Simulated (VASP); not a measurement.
# Ba2SeS with PBE + D3: from relaxation to properties, part 3 of 4

What structure does Ba2SeS take at this level, and what are its properties? The cell is invented: it takes the structure of COD entry 9008600, BaS (space group 225 there), with some of its atoms replaced by other elements, volume scaled by an estimate. It may not be a known or stable phase. The atoms of the start are displaced at random from the sites of a R-3m cell.

VASP 6.6.1; PBE with D3; plane waves and PAW (Ba_sv, Se, S); invented cell.

So far, gap on the k-mesh (eV): step 2 (rough relaxation of the start cell) 1.96; step 3 (relaxing cell and atoms (PBE + D3)) 1.97.

## (5) Bands along the symmetry lines (PBE + D3)

Levels along the symmetry lines show where the bands peak and cross; KPOINTS_OPT computes them in the converged potential.

File INCAR:

```
SYSTEM = Ba2SeS
PREC = Accurate
ENCUT = 400
EDIFF = 1E-06
NELM = 100
ISMEAR = 0
SIGMA = 0.05
LREAL = .FALSE.
ALGO = Normal
GGA = PE
IVDW = 11
NBANDS = 30
LORBIT = 11
LWAVE = .FALSE.
LCHARG = .FALSE.
KPAR = 2
```

File POSCAR:

```
Ba2SeS
1.0
    2.3023317400      1.3292518500      7.5354216200
   -2.3023317400      1.3292518500      7.5354216200
    0.0000000000     -2.6585036900      7.5354216200
Ba Se S
2 1 1
Direct
    0.7527891900      0.7527891900      0.7527891900
    0.2472108100      0.2472108100      0.2472108100
    0.0000000000      0.0000000000      0.0000000000
    0.5000000000      0.5000000000      0.5000000000
```

File KPOINTS:

```
Automatic mesh
0
Gamma
6 6 6
0 0 0
```

File KPOINTS_OPT:

```
Line mode
16
Line-mode
Reciprocal
  0.00000000   0.00000000   0.00000000 GAMMA
  0.50000000   0.00000000   0.00000000 L

  0.50000000   0.00000000   0.00000000 L
  0.50000000   0.18741142  -0.18741142 B1

  0.81258858   0.50000000   0.18741142 B
  0.50000000   0.50000000   0.50000000 Z

  0.50000000   0.50000000   0.50000000 Z
  0.00000000   0.00000000   0.00000000 GAMMA

  0.00000000   0.00000000   0.00000000 GAMMA
  0.34370571   0.00000000  -0.34370571 X

  0.65629429   0.34370571   0.00000000 Q
  0.50000000   0.50000000   0.00000000 F

  0.50000000   0.50000000   0.00000000 F
  0.65629429   0.65629429   0.18741142 P1

  0.65629429   0.65629429   0.18741142 P1
  0.50000000   0.50000000   0.50000000 Z

  0.50000000   0.00000000   0.00000000 L
  0.81258858   0.34370571   0.34370571 P
```

Potentials, in the order of the species: Ba_sv, Se and S (PBE family, release 64).

Run with:

```bash
$ mpirun -np 2 vasp_std
```

What it wrote:

```text
[... set-up lines as in an earlier step ...]
 entering main loop
       N       E                     dE             d eps       ncg     rms          rms(c)
DAV:   1     0.164059035264E+03    0.16406E+03   -0.11396E+04  1920   0.746E+02
DAV:   2    -0.996817352060E+01   -0.17403E+03   -0.16251E+03  2600   0.169E+02
DAV:   3    -0.201853008999E+02   -0.10217E+02   -0.10120E+02  2556   0.412E+01
DAV:   4    -0.204380892899E+02   -0.25279E+00   -0.25239E+00  2866   0.564E+00
DAV:   5    -0.204411787576E+02   -0.30895E-02   -0.30890E-02  2456   0.532E-01    0.615E+00
DAV:   6    -0.196363634249E+02    0.80482E+00   -0.95403E-01  2352   0.431E+00    0.406E+00
DAV:   7    -0.196443345085E+02   -0.79711E-02   -0.46534E-01  2372   0.249E+00    0.218E+00
DAV:   8    -0.196647248719E+02   -0.20390E-01   -0.57717E-02  2188   0.105E+00    0.514E-01
DAV:   9    -0.196669354291E+02   -0.22106E-02   -0.10460E-02  2476   0.541E-01    0.169E-01
DAV:  10    -0.196680962019E+02   -0.11608E-02   -0.17536E-03  2202   0.193E-01    0.704E-02
DAV:  11    -0.196684351778E+02   -0.33898E-03   -0.35054E-04  2280   0.856E-02    0.484E-02
DAV:  12    -0.196684423465E+02   -0.71686E-05   -0.10009E-05  2552   0.142E-02    0.271E-02
DAV:  13    -0.196684947955E+02   -0.52449E-04   -0.70816E-05  2136   0.334E-02    0.133E-02
DAV:  14    -0.196684946804E+02    0.11503E-06   -0.68179E-07  2000   0.370E-03
   1 F= -.20322123E+02 E0= -.20322123E+02  d E =-.408555E-17
 Start KPOINTS_OPT (optional k-point list driver)
k-point batch [1-32\144]
       N       E                     dE             ncg
DAV:   1    -0.232760484768E+04   -0.21559E+05     1920
DAV:   2    -0.780856315317E+04   -0.54810E+04     2712
DAV:   3    -0.812267654048E+04   -0.31411E+03     2480
DAV:   4    -0.813078133464E+04   -0.81048E+01     2882
DAV:   5    -0.813088912251E+04   -0.10779E+00     2430
DAV:   6    -0.813089395934E+04   -0.48368E-02     2598
DAV:   7    -0.813089417694E+04   -0.21760E-03     2272
DAV:   8    -0.813089418975E+04   -0.12809E-04     1858
DAV:   9    -0.813089419058E+04   -0.82763E-06     1500
[...]
k-point batch [129-144\144]
       N       E                     dE             ncg
DAV:   1     0.654756142339E+04   -0.13179E+05      960
DAV:   2     0.388674860611E+04   -0.26608E+04     1292
DAV:   3     0.372606820316E+04   -0.16068E+03     1252
DAV:   4     0.372116449926E+04   -0.49037E+01     1472
DAV:   5     0.372111220896E+04   -0.52290E-01     1210
DAV:   6     0.372111086198E+04   -0.13470E-02     1368
DAV:   7     0.372111080747E+04   -0.54510E-04     1132
DAV:   8     0.372111080691E+04   -0.56257E-06      984
```

Wall time 12 min (2 MPI ranks of Intel Xeon Platinum 8488C (Sapphire Rapids), shared host); peak memory 0.83 GiB; 24 min of CPU time.

OUTCAR, selected parts (step 5):

```text
   k-points           NKPTS =     32   k-points in BZ     NKDIM =     32   number of bands    NBANDS=     30

   NELECT =      32.0000    total number of electrons

 E-fermi :   1.6165

 k-point     1 :       0.0000    0.0000    0.0000
  band No.  band energies     occupation
    ...
     12       0.1790      2.00000
     13       0.1790      2.00000
     14       1.2843      2.00000
     15       1.3346      2.00000
     16       1.3346      2.00000
     17       4.5491      0.00000
     18       4.9794      0.00000
     19       4.9824      0.00000
     20       4.9824      0.00000
     21       5.8573      0.00000
    ...

 Edisp (eV)   -0.65363

  Total       0.02162     0.02162    -0.00098     0.00000    -0.00000     0.00000
  in kB       0.25032     0.25032    -0.01140     0.00000    -0.00000     0.00000
  external pressure =        0.16 kB  Pullay stress =        0.00 kB

 POSITION                                       TOTAL-FORCE (eV/Angst)
 -----------------------------------------------------------------------------------
      0.00000      0.00000     17.01775        -0.000000      0.000000      0.004255
      0.00000      0.00000      5.58851        -0.000000     -0.000000     -0.004255
      0.00000      0.00000      0.00000        -0.000000      0.000000      0.000000
      0.00000      0.00000     11.30313         0.000000     -0.000000     -0.000000
 -----------------------------------------------------------------------------------
    total drift:                               -0.000000     -0.000000      0.000000

  FREE ENERGIE OF THE ION-ELECTRON SYSTEM (eV)
  ---------------------------------------------------
  free  energy   TOTEN  =       -20.3221226112 eV

  energy  without entropy=      -20.3221226112  energy(sigma->0) =      -20.32212261

[... 7 parts as in an earlier step ...]

[... 9 further parts left out ...]
```

Spin-orbit coupling is off here; with elements this heavy it splits and shifts levels by tenths of an eV or more.

This step gave:

```
bands                             : 30
Fermi energy                      : 1.617 eV
pressure                          : 0.01631 GPa
least gap on mesh and path        : 1.969 eV
least direct gap on mesh and path : 2.171 eV
```

The electronic bands at the labelled points (eV, zero at the valence-band top; v1 is the highest filled band, c1 the lowest empty one):

| point | v4 | v3 | v2 | v1 | c1 | c2 | c3 | c4 |
| --- | --- | --- | --- | --- | --- | --- | --- | --- |
| Γ | -1.16 | -0.05 | 0.00 | 0.00 | 3.21 | 3.64 | 3.65 | 3.65 |
| L | -0.91 | -0.86 | -0.79 | -0.55 | 3.16 | 3.33 | 5.47 | 5.90 |
| B1 | -0.88 | -0.79 | -0.78 | -0.71 | 3.66 | 3.83 | 4.95 | 5.22 |
| jump to B | -0.88 | -0.79 | -0.78 | -0.71 | 3.66 | 3.83 | 4.95 | 5.22 |
| Z | -0.87 | -0.87 | -0.46 | -0.46 | 3.77 | 3.93 | 4.38 | 4.38 |
| Γ | -1.16 | -0.05 | 0.00 | 0.00 | 3.21 | 3.64 | 3.65 | 3.65 |
| X | -0.89 | -0.80 | -0.77 | -0.67 | 3.64 | 4.28 | 4.41 | 5.33 |
| jump to Q | -0.89 | -0.80 | -0.77 | -0.67 | 3.64 | 4.28 | 4.41 | 5.33 |
| F | -1.14 | -0.70 | -0.24 | -0.20 | 1.97 | 5.27 | 5.33 | 5.60 |
| P1 | -1.08 | -0.82 | -0.31 | -0.24 | 2.10 | 4.93 | 5.20 | 5.57 |
| Z | -0.87 | -0.87 | -0.46 | -0.46 | 3.77 | 3.93 | 4.38 | 4.38 |
| jump to L | -0.91 | -0.86 | -0.79 | -0.55 | 3.16 | 3.33 | 5.47 | 5.90 |
| P | -1.08 | -0.82 | -0.31 | -0.24 | 2.10 | 4.93 | 5.20 | 5.57 |

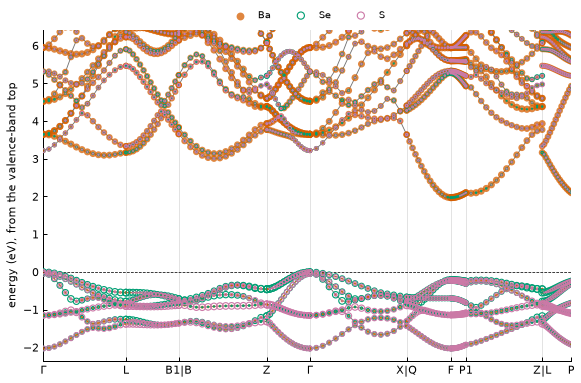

Electronic bands along the path; dots are coloured as in the legend, and their area grows with the weight.

The path finds the gap of the mesh within 0.02 eV, so the mesh comes close to both band edges.

## (6) Total and projected DOS (PBE + D3)

Here the states are counted by energy and projected on the atoms. The mesh is finer than in the run before.

Edit INCAR of step 5 so:

```diff
@@ -5,3 +5,3 @@
 NELM = 100
-ISMEAR = 0
+ISMEAR = -5
 SIGMA = 0.05
@@ -16 +16,2 @@
 KPAR = 2
+NEDOS = 2001
```

POSCAR is that of step 5.

File KPOINTS:

```
Automatic mesh
0
Gamma
8 8 8
0 0 0
```

Run with:

```bash
$ mpirun -np 2 vasp_std
```

What it wrote:

```text
[... set-up lines as in an earlier step ...]
 entering main loop
       N       E                     dE             d eps       ncg     rms          rms(c)
DAV:   1     0.165050551938E+03    0.16505E+03   -0.11327E+04  3900   0.744E+02
DAV:   2    -0.100909032138E+02   -0.17514E+03   -0.16293E+03  5384   0.170E+02
DAV:   3    -0.201889361415E+02   -0.10098E+02   -0.10005E+02  5158   0.411E+01
DAV:   4    -0.204391847710E+02   -0.25025E+00   -0.24990E+00  5886   0.566E+00
DAV:   5    -0.204412500957E+02   -0.20653E-02   -0.20652E-02  5038   0.462E-01    0.615E+00
DAV:   6    -0.196364956060E+02    0.80475E+00   -0.95777E-01  4910   0.432E+00    0.407E+00
DAV:   7    -0.196445564062E+02   -0.80608E-02   -0.46540E-01  4872   0.249E+00    0.216E+00
DAV:   8    -0.196652510384E+02   -0.20695E-01   -0.58700E-02  4524   0.107E+00    0.503E-01
DAV:   9    -0.196671882651E+02   -0.19372E-02   -0.10753E-02  5052   0.552E-01    0.171E-01
DAV:  10    -0.196682415126E+02   -0.10532E-02   -0.17571E-03  4580   0.188E-01    0.798E-02
DAV:  11    -0.196686518991E+02   -0.41039E-03   -0.40335E-04  4596   0.921E-02    0.501E-02
DAV:  12    -0.196686549166E+02   -0.30176E-05   -0.99493E-06  5172   0.144E-02    0.299E-02
DAV:  13    -0.196687124928E+02   -0.57576E-04   -0.79273E-05  4398   0.352E-02    0.134E-02
DAV:  14    -0.196687122621E+02    0.23071E-06   -0.70528E-07  4058   0.400E-03
   1 F= -.20322340E+02 E0= -.20322340E+02  d E =0.000000E+00
```

It took 6.5 min on 2 MPI ranks; peak memory 0.95 GiB; 13 min of CPU time.

OUTCAR, selected parts (step 6):

```text
   k-points           NKPTS =     65   k-points in BZ     NKDIM =     65   number of bands    NBANDS=     30

   NELECT =      32.0000    total number of electrons

 E-fermi :   1.3383

 k-point     1 :       0.0000    0.0000    0.0000
  band No.  band energies     occupation
    ...
     12       0.1787      2.00000
     13       0.1787      2.00000
     14       1.2840      2.00000
     15       1.3343      2.00000
     16       1.3343      2.00000
     17       4.5490      0.00000
     18       4.9794      0.00000
     19       4.9824      0.00000
     20       4.9824      0.00000
     21       5.8573      0.00000
    ...

 Edisp (eV)   -0.65363

  Total       0.02106     0.02106     0.00019    -0.00000     0.00000     0.00000
  in kB       0.24386     0.24386     0.00216    -0.00000     0.00000     0.00000
  external pressure =        0.16 kB  Pullay stress =        0.00 kB

 POSITION                                       TOTAL-FORCE (eV/Angst)
 -----------------------------------------------------------------------------------
      0.00000      0.00000     17.01775        -0.000000      0.000000      0.004413
      0.00000      0.00000      5.58851        -0.000000     -0.000000     -0.004413
      0.00000      0.00000      0.00000         0.000000     -0.000000     -0.000000
      0.00000      0.00000     11.30313        -0.000000     -0.000000     -0.000000
 -----------------------------------------------------------------------------------
    total drift:                               -0.000000     -0.000000      0.000000

  FREE ENERGIE OF THE ION-ELECTRON SYSTEM (eV)
  ---------------------------------------------------
  free  energy   TOTEN  =       -20.3223401928 eV

  energy  without entropy=      -20.3223401928  energy(sigma->0) =      -20.32234019

[... 7 parts as in an earlier step ...]

[... 9 further parts left out ...]
```

Numbers from this step:

| Item | Value |
| --- | --- |
| irreducible k-points | 65 |
| Fermi energy | 1.338 eV |
| pressure | 0.01633 GPa |

The density of states has structure finer than the step of the table below, so its rows give means over 1 eV, whole bins alone (the curve runs from -12.0 to 5.16 eV). Peaks (eV: height): total -11.5: 50.1, -9.8: 20.4, -1.0: 22.3, -0.6: 16.6; S p -1.6: 2.15, -1.0: 7.33, -0.6: 2.26; Ba d -1.6: 0.373, -1.0: 1.53, -0.6: 0.616, 3.9: 1.18; Se p -1.6: 1.44, -1.0: 1.87, -0.7: 2.75, -0.6: 4.61; Ba p -11.5: 46.1.

States under -12.0 eV and over 5.2 eV are left out; flat bands give spikes narrower than the energy grid, so sums over such rows miss the true count of states. Density of states against energy, zero at the valence-band top; means over each step; values in states/eV/cell:

| energy (eV) | total | S p | Ba d | Se p | Ba p | Se s | S s |
| --- | --- | --- | --- | --- | --- | --- | --- |
| -11 | 3.28 | 0.00217 | 1.5e-4 | 0.00266 | 3.01 | 0.00382 | 0.00234 |
| -10 | 3.95 | 0.00117 | 0.0162 | 0.00129 | 0.956 | 1.04 | 1.09 |
| -9 | 0.00148 | 0 | 0 | 0 | 4.3e-4 | 2.9e-4 | 4.8e-4 |
| -8 | 0 | 0 | 0 | 0 | 0 | 0 | 0 |
| -7 | 0 | 0 | 0 | 0 | 0 | 0 | 0 |
| -6 | 0 | 0 | 0 | 0 | 0 | 0 | 0 |
| -5 | 0 | 0 | 0 | 0 | 0 | 0 | 0 |
| -4 | 0 | 0 | 0 | 0 | 0 | 0 | 0 |
| -3 | 0 | 0 | 0 | 0 | 0 | 0 | 0 |
| -2 | 1.76 | 0.353 | 0.0617 | 0.247 | 0.0191 | 0.00145 | 0.00121 |
| -1 | 7.81 | 1.72 | 0.385 | 1.43 | 0.224 | 0.00368 | 0.00359 |
| 0 | 2.24 | 0.308 | 0.0683 | 0.705 | 0.0676 | 2.9e-4 | 4.6e-4 |
| 1 | 0 | 0 | 0 | 0 | 0 | 0 | 0 |
| 2 | 0.223 | 0.00227 | 0.0671 | 0.00256 | 5.0e-5 | 1.4e-5 | 1.4e-5 |
| 3 | 1.55 | 0.0272 | 0.478 | 0.0292 | 0.00252 | 0.00188 | 0.00196 |
| 4 | 2.89 | 0.0709 | 0.866 | 0.0612 | 0.0213 | 0.0218 | 0.0205 |

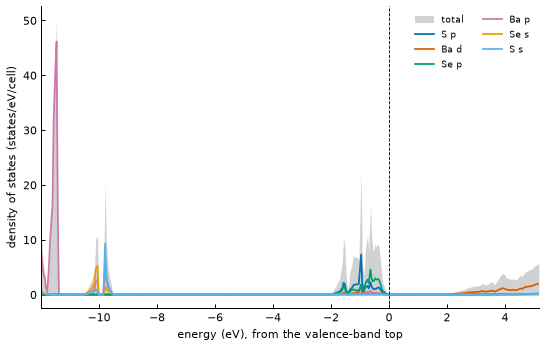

Density of states, plotted against energy.

The gap on this mesh is 1.97 eV. In the top eV of the valence band the largest shares in the PAW spheres are Se p 25 % and S p 17 %. The rest lies in smaller channels or between the spheres.

## (7) Core levels (PBE + D3)

Core levels shift with the potential at each site, so they tell like atoms on unlike sites apart.

File INCAR:

```
SYSTEM = Ba2SeS
PREC = Accurate
ENCUT = 400
EDIFF = 1E-06
NELM = 100
ISMEAR = 0
SIGMA = 0.05
LREAL = .FALSE.
ALGO = Normal
GGA = PE
IVDW = 11
NBANDS = 22
LORBIT = 11
LWAVE = .FALSE.
LCHARG = .FALSE.
KPAR = 2
ICORELEVEL = 1
```

POSCAR is that of step 6.

File KPOINTS:

```
Automatic mesh
0
Gamma
6 6 6
0 0 0
```

Run with:

```bash
$ mpirun -np 2 vasp_std
```

What it wrote:

```text
[... set-up lines as in an earlier step ...]
 entering main loop
       N       E                     dE             d eps       ncg     rms          rms(c)
DAV:   1     0.184603437375E+03    0.18460E+03   -0.11879E+04  1408   0.102E+03
DAV:   2    -0.749185033752E+01   -0.19210E+03   -0.18178E+03  1944   0.214E+02
[... 1 cycle as in an earlier step ...]
DAV:   4    -0.204369189943E+02   -0.42839E+00   -0.42806E+00  2256   0.949E+00
[... 3 cycles as in an earlier step ...]
DAV:   8    -0.196592008879E+02   -0.14300E-01   -0.56865E-02  1702   0.122E+00    0.847E-01
DAV:   9    -0.196669314646E+02   -0.77306E-02   -0.13211E-02  1768   0.746E-01    0.166E-01
DAV:  10    -0.196677422659E+02   -0.81080E-03   -0.93043E-04  1752   0.166E-01    0.759E-02
DAV:  11    -0.196684202949E+02   -0.67803E-03   -0.63635E-04  1750   0.143E-01    0.503E-02
[... 1 cycle as in an earlier step ...]
DAV:  13    -0.196684943025E+02   -0.60608E-05   -0.24072E-05  2034   0.226E-02    0.527E-03
DAV:  14    -0.196684946573E+02   -0.35482E-06   -0.85909E-07  1250   0.497E-03
   1 F= -.20322123E+02 E0= -.20322123E+02  d E =-.115061E-14
```

Wall time 2.8 min (2 MPI ranks); peak memory 0.79 GiB; 5.5 min of CPU time.

OUTCAR, selected parts (step 7):

```text
   NELECT =      32.0000    total number of electrons

 the core state eigenenergies are
   1-  1s -37240.8703  2s  -5878.3567  2p  -5269.5647  3s  -1233.8727  3p  -1038.8065
       3d   -755.7621  4s   -234.9820  4p   -172.0854  4d    -80.8181
   2-  1s -37240.8703  2s  -5878.3567  2p  -5269.5647  3s  -1233.8727  3p  -1038.8065
       3d   -755.7621  4s   -234.9820  4p   -172.0854  4d    -80.8181
   3-  1s -12493.9930  2s  -1597.5323  2p  -1403.8777  3s   -204.2135  3p   -143.6841
       3d    -43.8722
   4-  1s  -2395.8789  2s   -201.9910  2p   -146.7591

 E-fermi :   1.5906

 Edisp (eV)   -0.65363

 POSITION                                       TOTAL-FORCE (eV/Angst)
 -----------------------------------------------------------------------------------
      0.00000      0.00000     17.01775         0.000000      0.000000      0.004121
      0.00000      0.00000      5.58851         0.000000     -0.000000     -0.004121
      0.00000      0.00000      0.00000         0.000000     -0.000000     -0.000000
      0.00000      0.00000     11.30313        -0.000000      0.000000     -0.000000
 -----------------------------------------------------------------------------------
    total drift:                               -0.000000     -0.000000      0.000000

[... 18 parts as in an earlier step ...]

[... 2 further parts left out ...]
```

These are scalar-relativistic Kohn-Sham levels of the ground state, with no core hole, so they are not binding energies.

This step gave:

| Property | Result |
| --- | --- |
| bands | 22 |
| irreducible k-points | 32 |
| Fermi energy | 1.591 eV |
| pressure | 0.01101 GPa |

Kohn-Sham core levels. Core levels, by row:

| atom | shell | level below the valence-band top (eV) |
| --- | --- | --- |
| Ba1 | 1s | 37242 |
| Ba1 | 2s | 5880 |
| Ba1 | 2p | 5271 |
| Ba1 | 3s | 1235 |
| Ba1 | 3p | 1040 |
| Ba1 | 3d | 757.1 |
| Ba1 | 4s | 236.3 |
| Ba1 | 4p | 173.4 |
| Ba1 | 4d | 82.15 |
| Ba2 | 1s | 37242 |
| Ba2 | 2s | 5880 |
| Ba2 | 2p | 5271 |
| Ba2 | 3s | 1235 |
| Ba2 | 3p | 1040 |
| Ba2 | 3d | 757.1 |
| Ba2 | 4s | 236.3 |
| Ba2 | 4p | 173.4 |
| Ba2 | 4d | 82.15 |
| Se3 | 1s | 12495 |
| Se3 | 2s | 1599 |
| Se3 | 2p | 1405 |
| Se3 | 3s | 205.5 |
| Se3 | 3p | 145 |
| Se3 | 3d | 45.21 |
| S4 | 1s | 2397 |
| S4 | 2s | 203.3 |
| S4 | 2p | 148.1 |

Atoms of one element give levels within 0.1 eV of each other.

(Continued in part 4 of 4.)

[Lines on the potential files, build, host, timing and source positions are cut from VASP's logs without a mark.]

[Logs are printed without paths, hosts, clocks, repeated set-up lines and the standing remarks that a program may print on its own settings, such as how far it seeks lower states.]

[Hosts, paths, dates, database ids (printed as entryN), source tags and the programs' standing remarks are cut or masked in the printed files.]

[A measured line is paired with the nearest computed mode of its activity, which favours agreement.]
